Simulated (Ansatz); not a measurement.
The calculation's input:

```
crystal:
  periodic: [false, false, false]
  atoms:
    - { symbol: C, position_ang: [-0.431, 1.6442, -0.782] }
    - { symbol: Al, position_ang: [-0.0529, -0.1614, -0.1936] }
    - { symbol: C, position_ang: [1.0874, -0.4388, 1.3789] }
    - { symbol: "N", position_ang: [-0.6882, -1.6495, -1.1369] }
    - { symbol: H, position_ang: [-1.138, 1.6364, -1.7015] }
    - { symbol: H, position_ang: [-0.9964, 2.2476, 0.0228] }
    - { symbol: H, position_ang: [0.4858, 2.222, -1.0512] }
    - { symbol: H, position_ang: [2.0567, -1.0004, 1.0841] }
    - { symbol: H, position_ang: [0.565, -0.9866, 2.2098] }
    - { symbol: H, position_ang: [1.4336, 0.5444, 1.8245] }
    - { symbol: H, position_ang: [-0.4631, -2.5137, -0.5964] }
    - { symbol: H, position_ang: [-1.782, -1.5993, -1.0247] }
basis:
  gaussian: { orbitals: def2-SVP }
hamiltonian:
  xc: pbe
  dispersion: d4
relax:
  f_tol: 0.02
  max_steps: 50
output:
  orbitals: {}
```

Run with:

```sh
ansatz run input.yaml --threads 2 --pin off --max-ram 3072MiB --backend cpu --events-out ev --progress --plain --runs-dir out
```

The fields are those of the run's last geometry, not of the input's.

The calculation used Ansatz, RKS PBE-D4/def2-SVP.

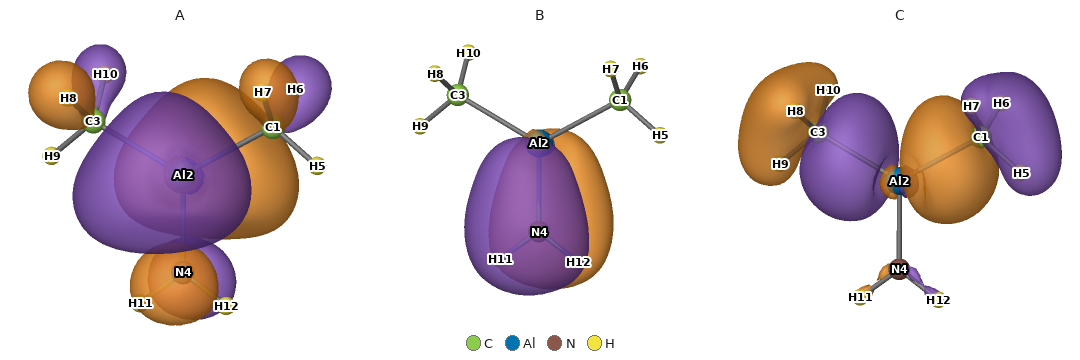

C2H8AlN. Three frontier orbitals at ±0.08 Å⁻³ᐟ² (orange and purple are the two phases), in no order.

Q: Order the three orbitals by energy and name them.

A: C is the HOMO−1 (−6.17 eV). Its weight (Hirshfeld) is mainly on C3 (about 30 %), C1 (about 30 %) and Al2 (about 20 %). B is the HOMO (−5.55 eV). It lies mainly on N4 (about 75 %); largely a lone pair of N4. A is the LUMO (−0.26 eV). It lies mainly on Al2 (about 60 %), N4 (about 15 %), C3 (about 5 %) and C1 (about 5 %).

Q: What is the HOMO–LUMO gap?

A: 5.29 eV between the orbital energies.
